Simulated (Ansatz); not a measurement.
## Geometry relaxation of Ca8Cu2Ti6O24 (part 1 of 3)

The run: geometry relaxation of Ca8Cu2Ti6O24 (defect cell, 40 atoms in the cell). Method and program: DFT, PBEsol, PAW, plane waves (Ansatz 0.2.0).

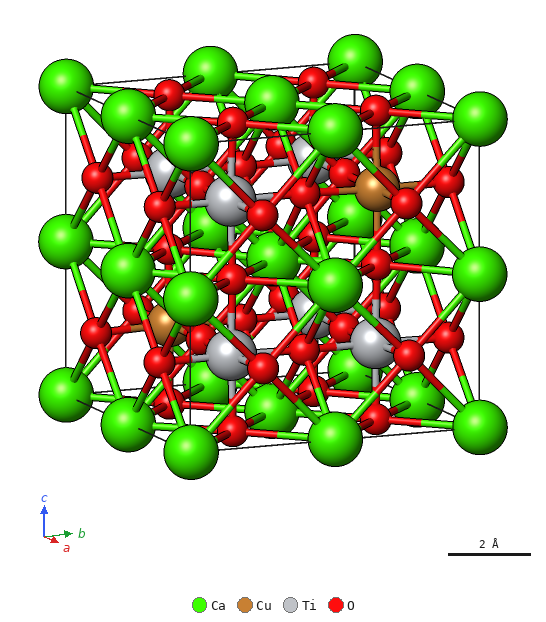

Figure 1. The structure as given in the input (ball-and-stick view of the cell of the calculation, seen slightly off an axis).

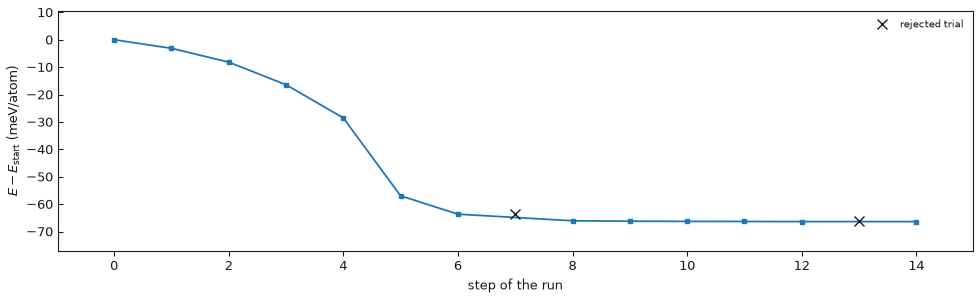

Figure 2. Progress of the relaxation, step by step (the first geometry is step 0 here and step 1 in the log).

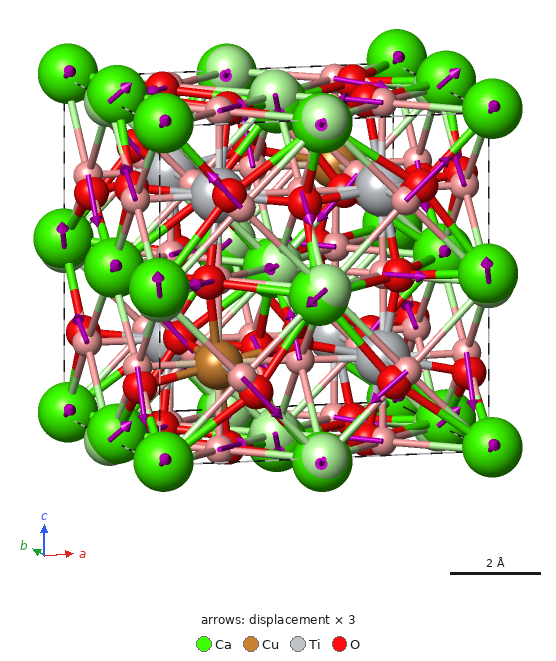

Figure 3. Start (faint) and end (solid) with the displacements as pink arrows, magnified 3 times (ball-and-stick view of the cell of the calculation, seen slightly off an axis). The largest moves, 0.49 Å, are those of O38 and O40. By element the largest moves are O 0.49 Å, Ca 0.28 Å, Cu 0.06 Å, Ti 0.04 Å. The cell stays as it was. Among the contacts that change: Ca3–O40 2.677 → 3.365 Å, Ca6–O38 2.701 → 3.367 Å, Ca2–O33 2.716 → 3.371 Å, Ca1–O17 2.710 → 3.295 Å. Among the angles that change: Cu10–O38–Ti15 179.6° → 152.1°, Cu9–O17–Ti11 178.5° → 152.6°, Cu9–O25–Ti14 179.8° → 154.3°. Over 14 geometry steps the energy falls by 66.4 meV per atom. Largest force component: 1.1 eV/Å at the start, 0.016 eV/Å at the end. The line search rejected the trial steps at points 7, 13 (counted from 0) and went back. (Atoms are counted from 1 in the order of the input.)

The input and output of the run follow.

The input:
```yaml
crystal:
  lattice:
    - [7.682614, 0.000000, 0.000000]
    - [0.000000, 7.682614, 0.000000]
    - [0.000000, 0.000000, 7.682614]
  atoms:
    - { symbol: Ca, position: [0.003539, 0.000954, 0.001263] }
    - { symbol: Ca, position: [0.000392, 0.001114, 0.497599] }
    - { symbol: Ca, position: [0.993498, 0.504277, 0.000850] }
    - { symbol: Ca, position: [0.999180, 0.501375, 0.501671] }
    - { symbol: Ca, position: [0.498476, 0.002053, 0.996801] }
    - { symbol: Ca, position: [0.504081, 0.998661, 0.497249] }
    - { symbol: Ca, position: [0.495700, 0.500146, 0.999769] }
    - { symbol: Ca, position: [0.502584, 0.504213, 0.494252] }
    - { symbol: Cu, position: [0.251274, 0.251230, 0.257102], spin: 2 }
    - { symbol: Cu, position: [0.752974, 0.753009, 0.748246], spin: 2 }
    - { symbol: Ti, position: [0.252655, 0.253613, 0.749812] }
    - { symbol: Ti, position: [0.251721, 0.752717, 0.251971] }
    - { symbol: Ti, position: [0.246751, 0.749208, 0.751285] }
    - { symbol: Ti, position: [0.750560, 0.248751, 0.249908] }
    - { symbol: Ti, position: [0.745126, 0.248563, 0.748850] }
    - { symbol: Ti, position: [0.747496, 0.749708, 0.247295] }
    - { symbol: O, position: [0.253676, 0.249703, 0.999401] }
    - { symbol: O, position: [0.248651, 0.248249, 0.499967] }
    - { symbol: O, position: [0.246448, 0.752329, 0.998279] }
    - { symbol: O, position: [0.252226, 0.751505, 0.500722] }
    - { symbol: O, position: [0.750481, 0.254910, 0.002095] }
    - { symbol: O, position: [0.752981, 0.251383, 0.495542] }
    - { symbol: O, position: [0.748539, 0.750652, 0.000917] }
    - { symbol: O, position: [0.752449, 0.752857, 0.503369] }
    - { symbol: O, position: [0.004368, 0.249733, 0.253368] }
    - { symbol: O, position: [0.998022, 0.250008, 0.748479] }
    - { symbol: O, position: [0.998739, 0.757641, 0.252851] }
    - { symbol: O, position: [0.999368, 0.748062, 0.747005] }
    - { symbol: O, position: [0.499184, 0.255081, 0.253059] }
    - { symbol: O, position: [0.502786, 0.248786, 0.750279] }
    - { symbol: O, position: [0.499328, 0.749613, 0.248212] }
    - { symbol: O, position: [0.500987, 0.748656, 0.750074] }
    - { symbol: O, position: [0.250329, 0.997522, 0.247646] }
    - { symbol: O, position: [0.247283, 0.003410, 0.750008] }
    - { symbol: O, position: [0.249214, 0.500658, 0.250419] }
    - { symbol: O, position: [0.247851, 0.499856, 0.747704] }
    - { symbol: O, position: [0.751231, 0.000564, 0.245600] }
    - { symbol: O, position: [0.748956, 0.002342, 0.749434] }
    - { symbol: O, position: [0.752288, 0.499488, 0.246871] }
    - { symbol: O, position: [0.748200, 0.503326, 0.753460] }
  symmetry: { detect: false }
kpoints:
  mp_grid: { grid: [1, 1, 1], shift: [0.25, 0.25, 0.25] }
hamiltonian:
  xc: pbesol
magnetization:
  spin_polarized: true
scf:
  occupations: { method: fermi_dirac, width: 0.01 }
relax:
  f_tol: 0.03
  max_steps: 80
  escape_saddle: false
  adjacent_minimum: "off"
output:
  forces: true
  eigenvalues: true
  populations: true
  write_density: true
  write_potential: true
  elf: true
  volumetric_format: npy
```

Launched with:
```bash
ansatz run in.yaml --threads 8 --pin off --max-ram 15200MiB --runs-dir r --events-out ev --progress --plain
```

Log:
```
Pseudopotentials: kind: paw
Functional definition: PBEsol
  exchange = pbesol_x
  correlation = pbesol_c
Crystal: 40 atoms, lattice volume = 453.448 Å³
Basis set: ecut = 420 eV, 8829 PW (Γ), exchange–correlation on 108×108×108 points (8 copies of the dense FFT grid, shifted against one another)
Bands: 209, of which v1, the nominal top of the filled ones, is band 167 counted from 1 (166 counted from 0)
Symmetry: 1 space group operations
k-points: 1
Non-local potential: Ca, projectors of the file, l = 0: 3, l = 1: 2, l = 2: 2
Non-local potential: Cu, projectors of the file, l = 0: 3, l = 1: 2, l = 2: 3, l = 3: 1
Non-local potential: Ti, projectors of the file, l = 0: 3, l = 1: 2, l = 2: 3, l = 3: 1
Non-local potential: O, projectors of the file, l = 0: 2, l = 1: 2, l = 2: 1
PAW form: soft (Blöchl's): semilocal exchange-correlation on the pseudo side does not see the compensation charge
PAW frozen core: Ca, regenerated for the run's functional, and the local potential with it (the file was generated under x = pbe(κ = 0.804, μ = 0.2195149727645171), c = pbe(β = 0.06672455060314922))
PAW frozen core: Cu, regenerated for the run's functional, and the local potential with it (the file was generated under x = pbe(κ = 0.804, μ = 0.2195149727645171), c = pbe(β = 0.06672455060314922))
PAW frozen core: Ti, regenerated for the run's functional, and the local potential with it (the file was generated under x = pbe(κ = 0.804, μ = 0.2195149727645171), c = pbe(β = 0.06672455060314922))
PAW frozen core: O, regenerated for the run's functional, and the local potential with it (the file was generated under x = pbe(κ = 0.804, μ = 0.2195149727645171), c = pbe(β = 0.06672455060314922))
PAW one-centre angular grid: Ca, 110 points (default); XC on 64 Gauss nodes
PAW one-centre angular grid: Cu, 590 points (default); XC on 64 Gauss nodes
PAW one-centre angular grid: Ti, 590 points (default); XC on 64 Gauss nodes
PAW one-centre angular grid: O, 110 points (default); XC on 64 Gauss nodes
Initial density: superposition of atomic densities (chi_scale 0.1, normalization cell, long waves kept (reshape's long-wave potential 0.02 eV rms))
Starting moments: Σ|m| = 4 μB on 2 of 40 sites
Initial wavefunctions: pseudopotential atomic-orbital guess
Functional: x = pbesol(κ = 0.804, μ = 0.12345679012345678), c = pbesol(β = 0.046)
SCF iter   1: F=—  HF=-55887.928648 eV  |F-HF|=—  |Δ(HF+E_count)|=         —  Δρ=9.34e-2 (↑9.34e-2 ↓5.33e-2)  dr2=1.02e2  dr2_m=2.43e0  M=2.000 μB ∫|m|=3.093 μB  β_m=0.30  ethr=3.10e-3  ⟨swp⟩=6.0  Hψ=1666  notcnv=0  defer=39
preconditioner: auto → Kerker (q_TF=auto, 2.593 Å⁻¹)  [metal: Δε(μ)=0.006 eV  Ē_g=12.810 eV  σ=0.010 eV  W_gap=0.15  n_scr=146 (ndim 8)  ℏωp=27.8 eV  f_vac=0.000  D(μ)=49.77/eV (n_scr^D=690)]
spin=Collinear: Kerker preconditioning applied to the charge; magnetization (m = ρ↑ − ρ↓) channel mixes plain (no charge-response kernel on spin).
SCF iter   2: F=—  HF=-55882.600092 eV  |F-HF|=—  |Δ(HF+E_count)|=    5.33e0  Δρ=7.17e-2 (↑2.89e-2 ↓7.17e-2)  dr2=1.77e1  dr2_m=6.57e0  M=2.000 μB ∫|m|=2.176 μB  β_m=0.30  ethr=3.10e-3  ⟨swp⟩=3.5  Hψ=919  notcnv=0  defer=72
SCF iter   3: F=—  HF=-55879.875612 eV  |F-HF|=—  |Δ(HF+E_count)|=    2.72e0  Δρ=5.27e-2 (↑5.27e-2 ↓1.76e-2)  dr2=2.33e1  dr2_m=2.44e0  M=2.000 μB ∫|m|=2.596 μB  β_m=0.30  ethr=3.10e-3  ⟨swp⟩=2.5  Hψ=832  notcnv=0  defer=72
SCF iter   4: F=—  HF=-55880.201874 eV  |F-HF|=—  |Δ(HF+E_count)|=   3.26e-1  Δρ=6.23e-2 (↑6.23e-2 ↓3.02e-2)  dr2=3.25e1  dr2_m=2.77e0  M=2.000 μB ∫|m|=2.632 μB  β_m=0.30  ethr=3.10e-3  ⟨swp⟩=2.5  Hψ=582  notcnv=0  defer=72
SCF iter   5: F=—  HF=-55877.632157 eV  |F-HF|=—  |Δ(HF+E_count)|=    2.57e0  Δρ=3.06e-2 (↑3.06e-2 ↓1.78e-2)  dr2=7.86e0  dr2_m=1.39e0  M=2.000 μB ∫|m|=2.588 μB  β_m=0.30  ethr=3.10e-3  ⟨swp⟩=2.5  Hψ=661  notcnv=0  defer=66
SCF iter   6: F=—  HF=-55877.269055 eV  |F-HF|=—  |Δ(HF+E_count)|=   3.63e-1  Δρ=1.59e-2 (↑1.59e-2 ↓1.51e-2)  dr2=2.49e0  dr2_m=5.33e-1  M=2.000 μB ∫|m|=2.279 μB  β_m=0.30  ethr=2.35e-3  ⟨swp⟩=2.0  Hψ=365  notcnv=0  defer=66
SCF iter   7: F=—  HF=-55877.299754 eV  |F-HF|=—  |Δ(HF+E_count)|=   3.07e-2  Δρ=3.07e-2 (↑3.07e-2 ↓1.36e-2)  dr2=6.00e0  dr2_m=1.34e0  M=2.000 μB ∫|m|=2.457 μB  β_m=0.30  ethr=7.46e-4  ⟨swp⟩=2.0  Hψ=434  notcnv=0  defer=66
SCF iter   8: F=—  HF=-55877.300933 eV  |F-HF|=—  |Δ(HF+E_count)|=   1.18e-3  Δρ=1.17e-2 (↑8.69e-3 ↓1.17e-2)  dr2=6.86e-1  dr2_m=2.38e-1  M=2.000 μB ∫|m|=2.272 μB  β_m=0.30  ethr=7.46e-4  ⟨swp⟩=2.0  Hψ=427  notcnv=0  defer=68
SCF iter   9: F=—  HF=-55877.599988 eV  |F-HF|=—  |Δ(HF+E_count)|=   2.99e-1  Δρ=2.80e-2 (↑2.80e-2 ↓9.34e-3)  dr2=6.95e0  dr2_m=7.40e-1  M=2.000 μB ∫|m|=2.402 μB  β_m=0.30  ethr=2.05e-4  ⟨swp⟩=2.5  Hψ=515  notcnv=0  defer=72
SCF iter  10: F=—  HF=-55877.365571 eV  |F-HF|=—  |Δ(HF+E_count)|=   2.34e-1  Δρ=2.25e-2 (↑2.25e-2 ↓7.14e-3)  dr2=5.05e0  dr2_m=4.31e-1  M=2.000 μB ∫|m|=2.374 μB  β_m=0.30  ethr=2.05e-4  ⟨swp⟩=2.0  Hψ=571  notcnv=0  defer=72
SCF iter  11: F=—  HF=-55877.260567 eV  |F-HF|=—  |Δ(HF+E_count)|=   1.05e-1  Δρ=1.19e-2 (↑1.19e-2 ↓4.97e-3)  dr2=1.90e0  dr2_m=9.64e-2  M=2.000 μB ∫|m|=2.223 μB  β_m=0.30  ethr=2.05e-4  ⟨swp⟩=2.0  Hψ=356  notcnv=0  defer=72
SCF iter  12: F=—  HF=-55877.249798 eV  |F-HF|=—  |Δ(HF+E_count)|=   1.08e-2  Δρ=9.68e-3 (↑9.68e-3 ↓4.99e-3)  dr2=1.55e0  dr2_m=4.88e-2  M=2.000 μB ∫|m|=2.206 μB  β_m=0.30  ethr=2.05e-4  ⟨swp⟩=1.5  Hψ=350  notcnv=0  defer=72
Mixer restart at iter 12: flushing history
spin-set hold released at iteration 12 (site moments contracting): the magnetisation degrees of freedom join the quasi-Newton model from the next iteration; the mixer history was flushed
SCF iter  13: F=—  HF=-55877.750190 eV  |F-HF|=—  |Δ(HF+E_count)|=   5.00e-1  Δρ=4.23e-2 (↑4.23e-2 ↓6.89e-3)  dr2=1.17e1  dr2_m=1.59e0  M=2.000 μB ∫|m|=2.414 μB  β_m=0.11  ethr=2.05e-4  ⟨swp⟩=2.0  Hψ=761  notcnv=0  defer=66  recentre
SCF iter  14: F=—  HF=-55877.256400 eV  |F-HF|=—  |Δ(HF+E_count)|=   4.94e-1  Δρ=2.23e-2 (↑2.23e-2 ↓4.05e-3)  dr2=2.32e0  dr2_m=6.89e-1  M=2.000 μB ∫|m|=2.273 μB  β_m=0.03  ethr=2.05e-4  ⟨swp⟩=2.0  Hψ=592  notcnv=0  defer=66
SCF iter  15: F=—  HF=-55877.244402 eV  |F-HF|=—  |Δ(HF+E_count)|=   1.20e-2  Δρ=4.37e-3 (↑3.16e-3 ↓4.37e-3)  dr2=9.95e-2  dr2_m=4.95e-2  M=2.000 μB ∫|m|=2.190 μB  β_m=0.12  ethr=2.05e-4  ⟨swp⟩=1.5  Hψ=418  notcnv=0  defer=66
SCF iter  16: F=—  HF=-55877.263929 eV  |F-HF|=—  |Δ(HF+E_count)|=   1.95e-2  Δρ=2.37e-2 (↑2.37e-2 ↓3.59e-3)  dr2=2.81e0  dr2_m=7.45e-1  M=2.000 μB ∫|m|=2.282 μB  β_m=0.01  ethr=2.98e-5  ⟨swp⟩=1.5  Hψ=356  notcnv=0  defer=66  recentre
SCF iter  17: F=—  HF=-55877.249058 eV  |F-HF|=—  |Δ(HF+E_count)|=   1.49e-2  Δρ=8.98e-3 (↑8.98e-3 ↓3.97e-3)  dr2=1.70e-1  dr2_m=1.63e-1  M=2.000 μB ∫|m|=2.197 μB  β_m=0.00  ethr=2.98e-5  ⟨swp⟩=1.5  Hψ=356  notcnv=0  defer=66
SCF iter  18: F=—  HF=-55877.272004 eV  |F-HF|=—  |Δ(HF+E_count)|=   2.29e-2  Δρ=2.54e-2 (↑2.54e-2 ↓3.24e-3)  dr2=3.38e0  dr2_m=8.04e-1  M=2.000 μB ∫|m|=2.293 μB  β_m=0.00  ethr=2.98e-5  ⟨swp⟩=1.5  Hψ=356  notcnv=0  defer=66  recentre
SCF iter  19: F=—  HF=-55877.289775 eV  |F-HF|=—  |Δ(HF+E_count)|=   1.78e-2  Δρ=3.09e-2 (↑3.09e-2 ↓3.60e-3)  dr2=5.39e0  dr2_m=1.16e0  M=2.000 μB ∫|m|=2.372 μB  β_m=0.00  ethr=2.98e-5  ⟨swp⟩=1.5  Hψ=356  notcnv=0  defer=66
SCF iter  20: F=—  HF=-55877.291458 eV  |F-HF|=—  |Δ(HF+E_count)|=   1.68e-3  Δρ=3.01e-2 (↑3.01e-2 ↓3.52e-3)  dr2=5.12e0  dr2_m=1.11e0  M=2.000 μB ∫|m|=2.369 μB  β_m=0.00  ethr=2.98e-5  ⟨swp⟩=1.5  Hψ=356  notcnv=0  defer=66
relax step   1: F+E_penalty+E_count = -55877.28930891 eV  Δ(F+E_penalty+E_count) = +0.000e0 eV  max|allowed force component| = 1.128e0 eV/Å  Δτ_max = 0.0000 Å  (40 SCF iters, dr2 threshold 2.25e-5 eV, accepted)
Initial density: handed on by an earlier stage of this run
Starting moments: Σ|m| = 4 μB on 2 of 40 sites; this step starts from the density that it was given
Initial wavefunctions: those handed on with the density
preconditioner: auto → Resta (q_TF=auto, 2.593 Å⁻¹)  ε∞=5.4  [insulator: Δε(μ)=0.045 eV  Ē_g=13.223 eV  σ=0.010 eV  W_gap=0.81  n_scr=146 (ndim 8)  ℏωp=27.8 eV  f_vac=0.000  D(μ)=20.26/eV (n_scr^D=178)  ε∞_Penn≈5.4]
spin=Collinear: Resta preconditioning applied to the charge; magnetization (m = ρ↑ − ρ↓) channel mixes plain (no charge-response kernel on spin).
preconditioner: auto → Kerker (q_TF=auto, 2.593 Å⁻¹)  [metal: Δε(μ)=0.017 eV  Ē_g=13.221 eV  σ=0.010 eV  W_gap=0.41  n_scr=146 (ndim 8)  ℏωp=27.8 eV  f_vac=0.000  D(μ)=41.72/eV (n_scr^D=484)]
spin=Collinear: Kerker preconditioning applied to the charge; magnetization (m = ρ↑ − ρ↓) channel mixes plain (no charge-response kernel on spin).
```
